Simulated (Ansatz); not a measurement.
**Lattice dynamics of MgSi (P4/mmm)**

The cell of MgSi (P4/mmm) is at rest. What are its phonons? After the zone centre comes a 2×2×2 q mesh on a 16×16×12 k mesh.

Calculated with Ansatz 0.2.0; DFT PBEsol, scalar-relativistic, plane waves, norm-conserving pseudopotentials.

**1. Set-up**

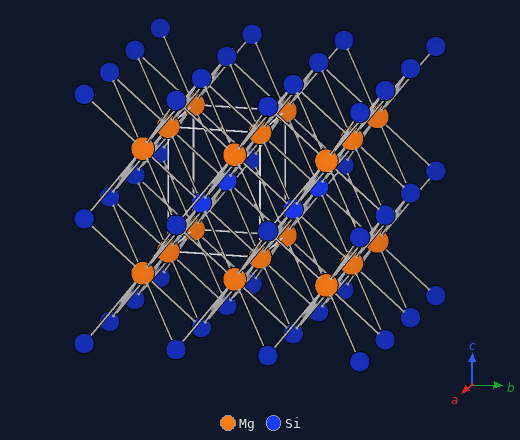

The starting structure, seen slightly off an axis (magnesium orange, silicon blue). 2×2×1 cells are drawn. Some periodic images of atoms are drawn too.

**2. Linear response at the zone centre**

The cell comes from relaxations at this level that are not shown. The zone centre comes first: it holds the modes that light can see, as far as symmetry allows. No field response is asked, since the mesh shows no gap.

File input.yaml:

```yaml
crystal:
  lattice:
    - [2.9379161965, 0.0, 0.0]
    - [0.0, 2.9379161965, 0.0]
    - [0.0, 0.0, 3.9576587989]
  atoms:
    - { symbol: Mg, position: [0.0, 0.0, 0.0] }
    - { symbol: Si, position: [0.5, 0.5, 0.5] }
kpoints:
  mp_grid: { grid: [16, 16, 12] }
hamiltonian:
  xc: pbesol
  pseudopotentials: { kind: nc }
scf:
  occupations: { method: methfessel_paxton, width: 0.15 }
output:
  eigenvalues: true
phonons:
  method: dfpt
```

Run with:

```console
ansatz run input.yaml --threads 4 --pin off --max-ram 7168MiB --backend cpu --events-out ev --progress --plain --runs-dir out
```

Numbers of over 12 decimals in the logs are rounded to 6 here.

What it wrote:

```text
zone centre: on kpoints.mp_grid the ground state, and the responses unless they are solved on pairs of k-points, stand on 567 of the mesh's 3072 k-points, reduced under 8 symmetry operations, with k and −k counted as one. Each operation leaves every solved displacement unchanged or reverses it
Engine: ansatz 0.2.0, aarch64-unknown-linux-gnu
Pseudopotentials: kind: nc
Pseudopotential: Mg, nc, valence charge 10, recommended cutoff 1142.878222 eV (normal), Mg.nc.azcp (PseudoDojo's, or run here from an input of PseudoDojo's: the run reads no file of this project's for it)
Pseudopotential: Si, nc, valence charge 4, recommended cutoff 489.804952 eV (normal), Si.nc.azcp (PseudoDojo's, or run here from an input of PseudoDojo's: the run reads no file of this project's for it)
Functional definition: PBEsol
  exchange = pbesol_x
  correlation = pbesol_c
Crystal: 2 atoms, lattice volume = 34.160 Å³
Basis set: ecut = 1142.878222 eV, 3009 PW (Γ), exchange–correlation on 72×72×90 points (8 copies of the dense FFT grid, shifted against one another)
Bands: 11, of which v1, the nominal top of the filled ones, is band 7 counted from 1 (6 counted from 0)
Symmetry: 16 space group operations
k-points: 567 of 3072 (irreducible under 8 space group operations)
Non-local potential: Mg, projectors of the file, l = 0: 2, l = 1: 2
Non-local potential: Si, projectors of the file, l = 0: 2, l = 1: 2, l = 2: 2
Initial density: superposition of atomic densities (chi_scale 0.1, normalization cell, long waves kept (reshape's long-wave potential 0.00 eV rms))
Initial wavefunctions: pseudopotential atomic-orbital guess
Functional: x = pbesol(κ = 0.804, μ = 0.123457), c = pbesol(β = 0.046)
SCF iter   1: F=—  HF=-1728.836240 eV  |F-HF|=—  |Δ(HF+E_count)|=         —  Δρ=2.24e-2  dr2=1.23e-1  ethr=3.10e-3  ⟨swp⟩=5.4  Hψ=41098  notcnv=0
preconditioner: auto → none  [metal: Δε(μ)=0.004 eV  Ē_g=9.114 eV  σ=0.150 eV  W_gap=0.02  n_scr=6 (ndim 8)  ℏωp=15.6 eV  f_vac=0.000  D(μ)=0.74/eV (n_scr^D=2)  sad-step TF]
SCF iter   2: F=—  HF=-1728.825290 eV  |F-HF|=—  |Δ(HF+E_count)|=   1.09e-2  S|Δr|=    0.00e0  Δρ=1.38e-2  dr2=5.44e-2  ethr=8.81e-4  ⟨swp⟩=1.0  Hψ=10773  notcnv=0
SCF iter   3: F=—  HF=-1728.814693 eV  |F-HF|=—  |Δ(HF+E_count)|=   1.06e-2  S|Δr|=    0.00e0  Δρ=1.44e-3  dr2=4.26e-4  ethr=3.89e-4  ⟨swp⟩=1.0  Hψ=6187  notcnv=0
SCF iter   4: F=—  HF=-1728.814705 eV  |F-HF|=—  |Δ(HF+E_count)|=   1.10e-5  S|Δr|=    0.00e0  Δρ=3.86e-4  dr2=3.71e-5  ethr=3.04e-6  ⟨swp⟩=2.7  Hψ=9831  notcnv=0
SCF iter   5: F=—  HF=-1728.814692 eV  |F-HF|=—  |Δ(HF+E_count)|=   1.28e-5  S|Δr|=    0.00e0  Δρ=1.05e-4  dr2=1.08e-6  ethr=2.65e-7  ⟨swp⟩=2.0  Hψ=7470  notcnv=0
SCF iter   6: F=—  HF=-1728.814688 eV  |F-HF|=—  |Δ(HF+E_count)|=   3.65e-6  S|Δr|=    0.00e0  Δρ=1.90e-5  dr2=2.99e-8  ethr=7.70e-9  ⟨swp⟩=2.1  Hψ=9558  notcnv=0  defer=2
SCF iter   7: F=—  HF=-1728.814688 eV  |F-HF|=—  |Δ(HF+E_count)|=   3.59e-9  S|Δr|=    0.00e0  Δρ=2.66e-6  dr2=7.61e-10  ethr=2.13e-10  ⟨swp⟩=1.1  Hψ=6317  notcnv=0  defer=2
SCF iter   8: F=-1728.814688 eV  HF=-1728.814688 eV  |F-HF|=9.09e-13  |Δ(HF+E_count)|=  1.16e-11  S|Δr|=    0.00e0  Δρ=2.11e-7  dr2=5.19e-12  ethr=1.00e-12  ⟨swp⟩=5.5  Hψ=32313  notcnv=0
SCF 1 converged in 8 iterations: F = -1728.814688 eV  dr2 = 5.19e-12
DFPT response loops at Γ: preconditioner auto → Kerker (q_TF=auto, 2.351 Å⁻¹) (partly filled bands, converged f_vac=0.000); β = 1.00, the filter's whole step (`scf.mixing.beta` (0.50) is not read by the response loops under this deck's `scf.mixing.preconditioner`; to damp them name `kerker` or `kerker_dos`, under which they read `scf.mixing.beta`, and type it under 1.00, their step now; both keys bind the ground state too); Broyden in place of MSR1
SCF converged after 8 iterations
Stability not checked: this state was not tested for a lower state beside it, because cold or Methfessel-Paxton smearing, or corrected tetrahedra, fill the levels in a way that the test cannot read (fill_not_monotonic; see scf.lower_state_search)
Free energy (F): -1728.814688 eV
Harris-Foulkes:  -1728.814688 eV  (|F-HF|=9.09e-13)
Internal energy: -1728.814719 eV  (E = F + TS)
E sigma→0 (E₀):  -1728.814696 eV
Entropy (-TS):   0.000031 eV (0.015 meV/atom)
Fermi energy:    8.385785 eV
Step filling:    the computed levels leave a gap of 0.0000 eV = 0.0 smearing widths at the electron count; against every level under it full and every level over it empty, smearing changes F+E_penalty+E_count by +0.023 meV and its σ→0 estimate by +0.015 meV
--- Per-component energies (eV) ---
  E_band       = -317.855339
  E_kinetic    = 964.385307
  E_local      = -1709.441785  (includes V_loc(G=0)·N_el)
  E_nonlocal   = -476.605709
  E_hartree    = 612.693290
  E_xc         = -254.389569
  E_vxc        = -321.579772  (∫ρ·V_xc dr)
  E_ewald      = -865.456253
  E_smearing   = 0.000031  (= −TS)
  E_closure    = -0.000000  (closes the sum)
  Σ components = -1728.814688   (vs F -1728.814688, Δ=0.00e0)
--- Band table (eV; the first three rows and the last of 567) ---
  k-point 0: bands = [... 3 lower, -34.3200, -2.8711, 6.0184, 8.0511, 12.4128, 12.4128, 13.5854, 16.3852]
  k-point 1: bands = [... 3 lower, -34.3201, -2.8175, 5.3205, 8.8710, 12.4450, 12.4450, 13.6450, 16.4373]
  k-point 2: bands = [... 3 lower, -34.3204, -2.6604, 4.2056, 10.3539, 12.5371, 12.5371, 13.8217, 16.5899]
  k-point 566: bands = [... 3 lower, -34.3125, 4.9408, 6.0807, 6.0807, 7.6104, 9.5400, 9.5400, 9.6220]
--- Phonons (Γ-DFPT): 4 representative perturbations + reference, on 567 of 3072 k-points (Σ response iterations 11) ---
  k mesh reduced under 8 symmetry operations, with k and −k counted as one. Each operation leaves every solved displacement unchanged or reverses it
  ASR residual: 9.017e-3 → 0.000e0 eV/Å²; symmetrization residual: 4.871e-6 eV/Å²
  ASR residual per site (eV/Å²): 9.02e-3 7.15e-5
  Γ frequencies (cm⁻¹): 0.00 0.00 0.00 205.21 205.21 298.30
  non-analytic LO–TO correction: not included (Born effective charges unavailable; polar crystals: no LO–TO splitting at Γ)
```

Wall time 53 s (4 threads of Arm Neoverse V2, shared host); peak memory 2 GiB.

The column dr2 measures how far the density is from self-consistency, as an energy; F and HF (Harris–Foulkes) agree once it is small.

This step gave:

```
volume per atom                                         : 17.08 Å³
gap on the k-mesh                                       : 0 eV
sum-rule residual before enforcement                    : 0.009017 eV/Å²
point group                                             : 4/mmm
highest optical mode at the zone centre (no LO-TO term) : 298.3 cm⁻¹
lowest optical zone-centre mode                         : 205.2 cm⁻¹
```

Patterns of degenerate modes are one choice out of their space. Modes at Γ, with each element's share of the kinetic energy:

```
mode  frequency (cm⁻¹)  symmetry  Mg %  Si %
   1               0.0  acoustic    46    54
   2               0.0  acoustic    46    54
   3               0.0  acoustic    46    54
   4             205.2        Eu    54    46
   5             205.2        Eu    54    46
   6             298.3       A2u    54    46
```

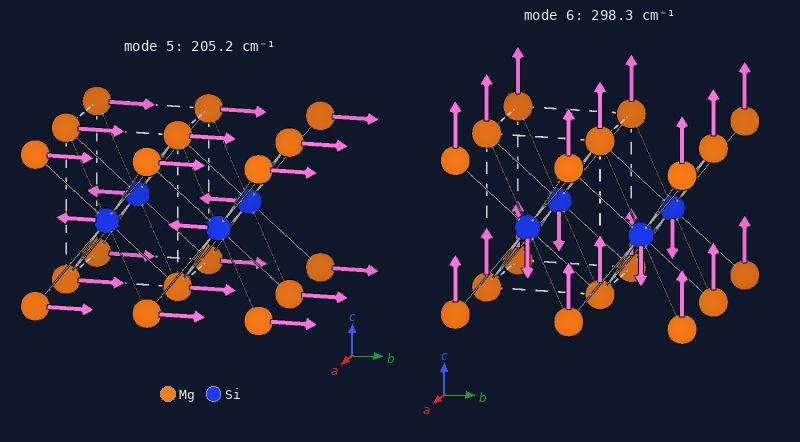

Displacement patterns of modes 5 and 6 at Γ; arrows are exaggerated. 2×2×1 cells are drawn. Some periodic images of atoms are drawn too.

Before it was imposed, the acoustic sum rule was missed by 0.0090 eV/Å². Small misses are needed for a sound result but don't prove that mesh and cutoff are converged. The lowest optical mode is real, 205 cm⁻¹.

**3. The dispersion**

Stability and thermal properties need the whole zone. Linear response on a 2×2×2 q mesh gives force constants as far as a supercell of that size would.

Changes to input.yaml since step 2:

```diff
@@ -19 +19,9 @@
   method: dfpt
+  qmesh: [2, 2, 2]
+  temperatures: { t_max: 1000, t_step: 50 }
+  qpath:
+    path:
+      - [[0.0, 0.0, 0.0], [0.0, 0.5, 0.0], [0.5, 0.5, 0.0], [0.0, 0.0, 0.0], [0.0, 0.0, 0.5], [0.0, 0.5, 0.5], [0.5, 0.5, 0.5], [0.0, 0.0, 0.5]]
+      - [[0.0, 0.5, 0.0], [0.0, 0.5, 0.5]]
+      - [[0.5, 0.5, 0.0], [0.5, 0.5, 0.5]]
+    npoints: 10
```

What it wrote:

```text
[...]
Crystal: 2 atoms, lattice volume = 34.160 Å³
Basis set: ecut = 1142.878222 eV, 3009 PW (Γ), exchange–correlation on 72×72×90 points (8 copies of the dense FFT grid, shifted against one another)
Bands: 11, of which v1, the nominal top of the filled ones, is band 7 counted from 1 (6 counted from 0)
Symmetry: 16 space group operations
k-points: 315 of 3072
[...]
SCF iter   1: F=—  HF=-1728.836238 eV  |F-HF|=—  |Δ(HF+E_count)|=         —  Δρ=2.24e-2  dr2=1.23e-1  ethr=3.10e-3  ⟨swp⟩=5.4  Hψ=22835  notcnv=0
[...]
SCF iter   8: F=-1728.814688 eV  HF=-1728.814688 eV  |F-HF|=2.27e-13  |Δ(HF+E_count)|=  1.16e-11  S|Δr|=    0.00e0  Δρ=2.09e-7  dr2=5.10e-12  ethr=1.00e-12  ⟨swp⟩=5.6  Hψ=18002  notcnv=0
SCF 1 converged in 8 iterations: F = -1728.814688 eV  dr2 = 5.10e-12
[...]
iter 1 solved again at ethr=9.89e-8 eV; its pass at ethr=3.10e-3 eV (dr2=1.39e-5 eV) is discarded
SCF iter   1: F=—  HF=-1728.814691 eV  |F-HF|=—  |Δ(HF+E_count)|=         —  Δρ=4.59e-7  dr2=4.34e-11  ethr=9.89e-8  ⟨swp⟩=3.9  Hψ=34426  notcnv=0
eigensolver tolerance schedule: the retry pair's looser diagonalisation over-reported the residual by 318781.03 of it (diagonalisation noise at an unbounded share of the residual, at the tolerance the schedule requests for it); recorded, not acted on — ethr = c·dr2/N_el stays at c = 1.0e-1
[...]
SCF iter   2: F=—  HF=-1728.814688 eV  |F-HF|=—  |Δ(HF+E_count)|=   2.58e-6  S|Δr|=    0.00e0  Δρ=3.13e-7  dr2=1.96e-11  ethr=1.00e-12  ⟨swp⟩=3.4  Hψ=8032  notcnv=0
SCF iter   3: F=-1728.814688 eV  HF=-1728.814688 eV  |F-HF|=3.18e-12  |Δ(HF+E_count)|=  4.32e-12  S|Δr|=    0.00e0  Δρ=1.73e-7  dr2=5.65e-12  ethr=1.00e-12  ⟨swp⟩=4.0  Hψ=12135  notcnv=0
SCF 2 converged in 3 iterations: F = -1728.814688 eV  dr2 = 5.65e-12
phonons: the bands overlap, so this run is a metal and interpolates without the dipole-dipole term. If the crystal is really an insulator or semiconductor, its LO-TO splitting is missing
NSCF: frozen V_eff on 315 k-points
[...]
DFPT response loops at q = (0, 0, 0) (fractional): preconditioner auto → Kerker (q_TF=auto, 2.351 Å⁻¹) (partly filled bands, converged f_vac=0.000); β = 1.00, the filter's whole step (`scf.mixing.beta` (0.50) is not read by the response loops under this deck's `scf.mixing.preconditioner`; to damp them name `kerker` or `kerker_dos`, under which they read `scf.mixing.beta`, and type it under 1.00, their step now; both keys bind the ground state too); Broyden in place of MSR1
[...]
SCF converged after 8 iterations
[...]
Free energy (F): -1728.814688 eV
[...]
Internal energy: -1728.814719 eV  (E = F + TS)
E sigma→0 (E₀):  -1728.814696 eV
Entropy (-TS):   0.000031 eV (0.015 meV/atom)
Fermi energy:    8.385785 eV
[...]
--- Band table (eV; the first three rows and the last of 315) ---
  k-point 0: bands = [... 3 lower, -34.3200, -2.8711, 6.0184, 8.0511, 12.4128, 12.4128, 13.5854, 16.3852]
  k-point 1: bands = [... 3 lower, -34.3201, -2.8175, 5.3205, 8.8710, 12.4450, 12.4450, 13.6450, 16.4373]
  k-point 2: bands = [... 3 lower, -34.3204, -2.6604, 4.2056, 10.3539, 12.5371, 12.5371, 13.8217, 16.5899]
  k-point 314: bands = [... 3 lower, -34.3125, 4.9408, 6.0807, 6.0807, 7.6104, 9.5400, 9.5400, 9.6220]
--- Phonons (Γ-DFPT): 4 representative perturbations + reference (Σ response iterations 10) ---
  ASR residual: 8.976e-3 → 0.000e0 eV/Å²; symmetrization residual: 1.199e-5 eV/Å²
  ASR residual per site (eV/Å²): 8.98e-3 8.02e-5
  Γ frequencies (cm⁻¹): 0.00 0.00 0.00 205.21 205.21 298.30
--- Phonons (arbitrary-q DFPT): 6 irreducible q on the 2×2×2 mesh ---
  q = [0.0000, 0.0000, 0.0000] (star 1, of the zone-centre solve; hermiticity 5.61e-6, symmetrization 9.35e-16): -0.00 -0.00 0.00 205.21 205.21 298.30
  q = [0.0000, 0.0000, -0.5000] (star 1, 4 solved perturbations in 1764 linear systems a pass and spin channel, the states on 567 of 3072 k-point pairs; hermiticity 3.07e-14, symmetrization 2.25e-12, the responses' own estimated error 6.7e-5 eV/Å²): 112.63 112.63 141.16 141.16 223.53 233.79
  q = [0.0000, -0.5000, 0.0000] (star 2, 6 solved perturbations on 567 of 3072 k-point pairs; hermiticity 2.63e-14, symmetrization 1.84e-14, the responses' own estimated error 7.6e-5 eV/Å²): 121.92 123.14 185.84 203.36 203.51 314.53
[...]
sum rule: each row above includes the acoustic sum rule's correction from the zone centre's row sums; it moved no ω² by more than (10.02 cm⁻¹)²
  mesh force constants: q→R imaginary residual 2.21e-17; ASR residual 8.976e-3 → 0.000e0 eV/Å²; symmetrization residual 1.776e-15 eV/Å²
  interpolated dispersion: 93 rows × 6 modes
  density of states and harmonic sums: on the 22×22×16 q-mesh, interpolated from the force constants of a 2×2×2 supercell (no non-analytic term)
  largest difference from the sums on the solved wave vectors: F 1.02e-1 eV, S 1.36e-4 and C_V 3.54e-5 eV/K
  zero-point energy: 0.064261 eV/cell   skipped modes (ω ≤ 0): 514, of them read as no rigid motion or as one in doubt: 511 (7.224e-1 modes/cell left out, lowest -150.93 cm⁻¹)   left out of the sums: 1.20e-1 of the cell's modes: C_V's classical limit lies that fraction below 3 k_B per atom; for a crystal, a wire or a layer, F and S can be off by more, and a phonons.interpolated_qmesh denser along its periods is the remedy for the sampling
```

Wall time 3.7 min (4 threads); peak memory 2 GiB; 14 min of CPU time.

This step gave:

```yaml
sum_rule_residual_before_enforcement: 0.008976 eV/Å²
lowest_frequency_on_the_path: -150.9 cm⁻¹
highest_frequency_on_the_path_or_at_a_solved_wavevector: 333.6 cm⁻¹
lowest_mode_on_the_q_mesh_acoustic_modes_at_gamma_apart: -150.9 cm⁻¹
```

Frequencies (cm⁻¹) solved at each irreducible wavevector; negative means imaginary. Frequencies by wavevector, by row:

```
q in reciprocal lattice units  star  mode 1  mode 2  mode 3  mode 4  mode 5  mode 6
                        0 0 0     1       0       0       0   205.2   205.2   298.3
                     0 0 -0.5     1   112.6   112.6   141.2   141.2   223.5   233.8
                     0 -0.5 0     2   121.9   123.1   185.8   203.4   203.5   314.5
                  0 -0.5 -0.5     2  -133.3   127.3   148.6   208.5   265.7   333.6
                  -0.5 -0.5 0     1   -72.5   -72.5   195.9   222.4   305.5   305.5
               -0.5 -0.5 -0.5     1  -150.9  -150.9   192.8   263.3   292.9   292.9
```

(Continued in part 2 of 2.)

[Logs are printed without paths, hosts, clocks, repeated set-up lines and the standing remarks that a program may print on its own settings, such as how far it seeks lower states.]

[Hosts, paths, dates, database ids (printed as entryN), source tags and the programs' standing remarks are cut or masked in the printed files.]
